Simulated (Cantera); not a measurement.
Input: 1 mol CsCl, 5.6 mol H2, 120 mol N2, at 0.133 bar.

Method: chemical equilibrium by Gibbs-energy minimisation in Cantera with the NASA 1993 tables (ideal gas, pure condensed phases). Candidate condensed phases: Cs, CsCl, NH4Cl; 16 gas species. Equilibrium is a limit: real reactors are often held back by kinetics, nucleation or transport.

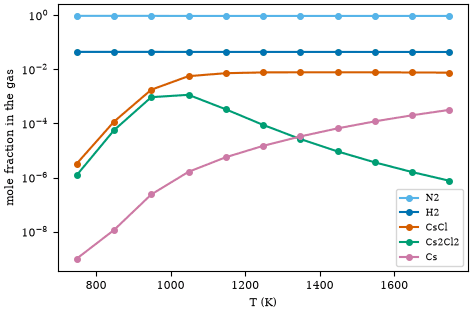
Figure. Equilibrium gas composition (values under 1e-9 drawn at 1e-9)

**Question.** Read off the mole fractions at 1548 K.

**Answer.** N2 about 0.95, H2 about 0.044, CsCl about 0.0078, Cs about 0.00012, Cs2Cl2 about 3.6e-6.
